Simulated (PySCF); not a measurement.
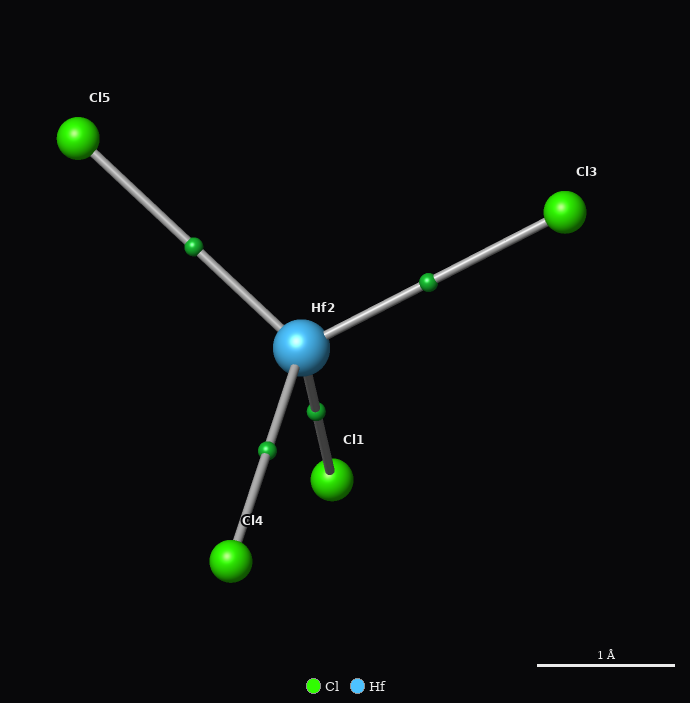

Figure. Cl$_{4}$Hf, SMILES `Cl[Hf](Cl)(Cl)Cl`. Molecular graph of the electron density (QTAIM): bond paths, bond critical points (green), ring points (magenta, if any); weak paths are dashed.

PySCF calculation, PBE/def2-TZVP, gas phase; geometry: GFN2-xTB. Core potentials replace the inner electrons of Hf; spin–orbit coupling isn't included. This is a single-reference result, which may miss multireference character in this system. No frequency check shows the geometry to be a minimum. GFN2-xTB bond lengths at metals and heavier atoms can be off by up to 0.1 Å and shapes distorted, which carries into these values.

Q: How many critical points of each kind are there, and does the count close?

A: 5 nuclei, 4 bond, 0 ring and 0 cage critical points: 5 − 4 + 0 − 0 = 1, as the Poincaré–Hopf relation requires.

Q: Give the properties at the bond critical points.

A:
```
             bond  length (Å)  ρ (a.u.)  ∇²ρ (a.u.)     ε  H (a.u.)
Hf2–Cl3 (4 alike)       2.244     0.107       +0.28  0.00    −0.037
```

Q: What kind of interaction is Hf2–Cl3?

A: Polar or intermediate (positive Laplacian, negative energy density H): ρ = 0.107, ∇²ρ = +0.28, H = −0.037 a.u.
